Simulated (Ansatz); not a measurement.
Ligand exchange: LiCl + GeH2(GeH3)F → LiF + GeH2(GeH3)Cl

Species: LiCl, singlet; GeH2(GeH3)F, singlet; LiF, singlet; GeH2(GeH3)Cl, singlet. The partners trade Cl for F: Li–Cl and Ge–F bonds give way to Li–F and Ge–Cl.

Shapes, held fixed at every level: PBE0-D4/def2-TZVP. Programs: Ansatz 0.2.0. The zero-point and thermal change to 298 K, harmonic and unscaled (PBE0-D4/def2-TZVP), is -0.1 kJ/mol.

| level | kind | ΔH(298 K) (kJ/mol) | less CCSD(T)/def2-TZVPP |
| --- | --- | --- | --- |
| HF/def2-SVP | Hartree–Fock | +44.2 | +25.5 |
| HF/def2-TZVPP | Hartree–Fock | +43.0 | +24.3 |
| PBE-D4/def2-TZVPP | GGA | +8.2 | -10.5 |
| r2SCAN-D4/def2-TZVPP | meta-GGA | +21.5 | +2.8 |
| MP2/def2-SVP | perturbation theory | +19.0 | +0.3 |
| CCSD/def2-SVP | coupled cluster or CI | +20.7 | +2.0 |
| CCSD/def2-TZVPP | coupled cluster or CI | +21.2 | +2.5 |
| CCSD(T)/def2-TZVPP | coupled cluster or CI | +18.7 | 0.0 |

The highest level, CCSD(T)/def2-TZVPP, gives ΔH(298 K) = +18.7 kJ/mol; the levels span +8.2 to +44.2. The column of differences is taken from that level and isn't an error. No measured value is set beside it here. Relativity is left out for Ge. Outer-core shells of Ge, Li are correlated in most correlated rows, in sets that cover them unevenly.

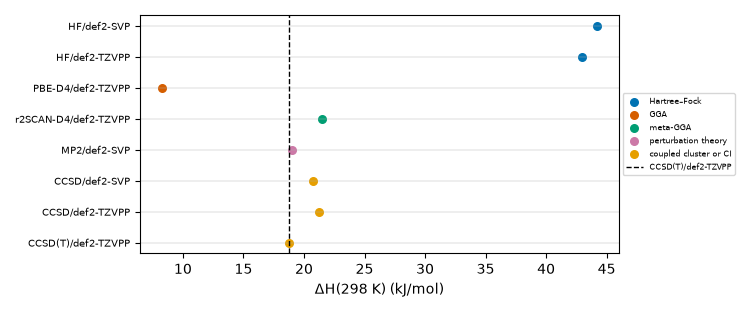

The values of the table, level by level.
